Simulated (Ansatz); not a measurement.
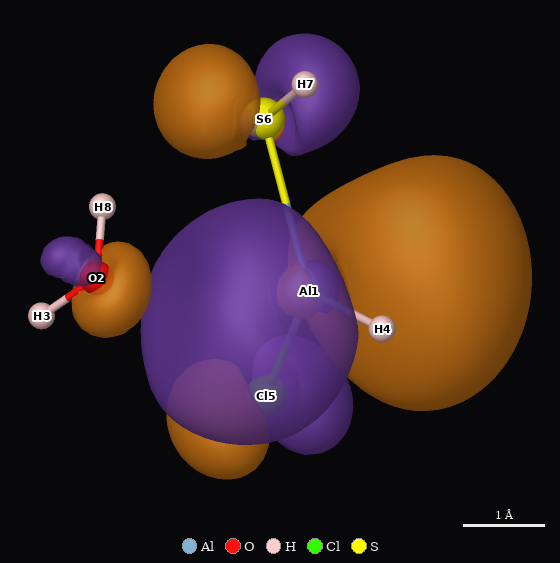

Figure 1: AlClH₂S···H₂O. One frontier orbital at ±0.08 Å⁻³ᐟ² (orange and purple are the two phases), seen at a tilt.

Not at a stationary point (largest force 0.9 eV/Å).

All numbers below come from RKS B3LYP-D4/6-31G* in Ansatz 0.2.0.

Input file:

```
crystal:
  periodic: [false, false, false]
  atoms:
    - { symbol: Al, position_ang: [0.0, 0.0, 0.0] }
    - { symbol: O, position_ang: [0.0, 0.0, 2.13] }
    - { symbol: H, position_ang: [-0.9095, -0.2814, 2.4671] }
    - { symbol: H, position_ang: [1.351, 0.0, -0.78] }
    - { symbol: Cl, position_ang: [-1.9312, 0.0, -1.115] }
    - { symbol: S, position_ang: [0.1147, 2.4267, 0.8072] }
    - { symbol: H, position_ang: [0.6673, 2.4659, 2.093] }
    - { symbol: H, position_ang: [0.0596, 1.2609, 1.9536] }
basis:
  gaussian: { orbitals: "6-31G*" }
hamiltonian:
  xc: b3lyp
  dispersion: d4
relax:
  f_tol: 0.15
  max_steps: 25
  restrain:
    - { distance: [0, 5], at: 2.26, k: 30.0 }
    - { distance: [7, 1], at: 1.01, k: 30.0 }
    - { distance: [0, 1], at: 2.98, k: 30.0 }
    - { distance: [7, 5], at: 2.6, k: 30.0 }
output:
  orbitals: {}
```

Run with:

```sh
ansatz run input.yaml --threads 1 --pin off --max-ram 2048MiB --backend cpu --events-out ev --progress --plain --runs-dir out
```

The fields are those of the run's last geometry, not of the input's.

Which orbital is it: HOMO or LUMO?

Answer. The LUMO, at −0.96 eV. Its weight (Hirshfeld) is mainly on Al1 (about 65 %), S6 (about 10 %) and Cl5 (about 10 %).
